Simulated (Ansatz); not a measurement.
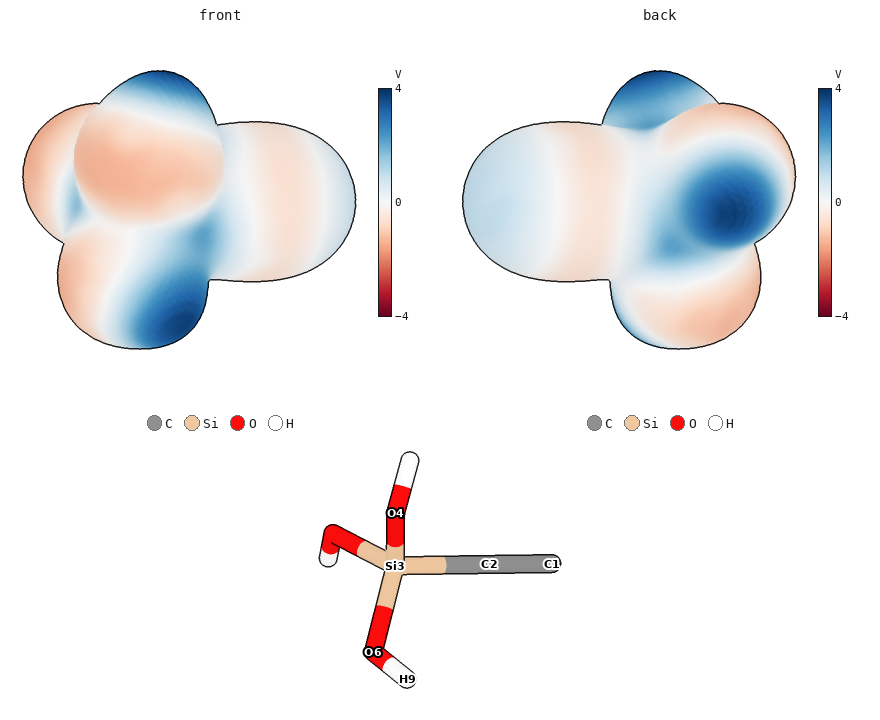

The picture shows: C2H3O3Si (doublet). The electrostatic potential painted on the density surface at 0.004 e/bohr³, seen from the front and from behind; red is negative and blue positive. The bare structure is drawn below in the same view.

Geometry: PBE0-D4/def2-TZVP.

These are results of UKS PBE0-D4/def2-TZVPP in Ansatz, not measurements.

```xyz
9

C     1.9155   -1.9438    0.5523
C     1.0828   -1.0958    0.3099
Si   -0.1780    0.1867   -0.0563
O     0.5114    1.6549   -0.0125
O    -0.8025   -0.0702   -1.5316
O    -1.3626    0.1147    1.0500
H     1.2565    1.8259   -0.5900
H    -1.2063   -0.9197   -1.7140
H    -1.1283    0.2013    1.9750
```

Question: Where is the surface potential most negative and most positive?

Answer: The most negative region (about −1.4 V) lies over O4, O5 and O6, the most positive (about +3.7 V) over H7, H8 and H9.
